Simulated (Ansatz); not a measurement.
Band structure of ZrZn (Pm-3m, 2 atoms in the cell).

```yaml
crystal:
  lattice:
    - [3.26049, 0.00000, 0.00000]
    - [0.00000, 3.26049, 0.00000]
    - [0.00000, 0.00000, 3.26049]
  atoms:
    - { symbol: Zr, position: [0.50000, 0.50000, 0.50000] }
    - { symbol: Zn, position: [0.00000, 0.00000, 0.00000] }
```

Level of theory: PBEsol, PAW files made with PBE (plane waves; Ansatz, a quantum-chemistry and plane-wave program).

Settings: kpoints.mp_grid.grid = 7 7 7; hamiltonian.xc = pbesol; hamiltonian.pseudopotentials = {kind: paw} (an earlier, softer set of the program's PAW files); scf.occupations.method = fermi_dirac; scf.occupations.width = 0.0073 Ry; kpoints.band_path.npoints = 8.

The starting cell comes from a database of computed structures (which also holds hypothetical and non-ambient phases and stackings), without a prior relaxation at this level. Its lattice was rescaled by a random factor within 2.5 % of one.

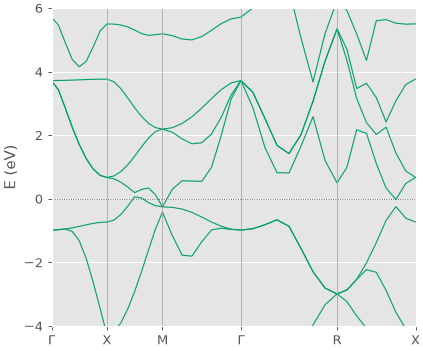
Fig. 1. Bands along the path, energies from the Fermi level.

Levels in eV from the Fermi level, bands 9 to 15:
```
point      9     10     11     12     13    14    15
-----  -----  -----  -----  -----  -----  ----  ----
Γ      -7.08  -7.08  -0.98  -0.98   3.72  3.72  3.72
X      -7.03  -4.29  -4.28  -0.73   0.67  0.67  3.77
M      -6.83  -4.57  -0.42  -0.25  -0.25  2.19  2.19
R      -6.82  -2.99  -2.99  -2.99   0.50  5.35  5.35
```

Keys are those of Ansatz 0.2.
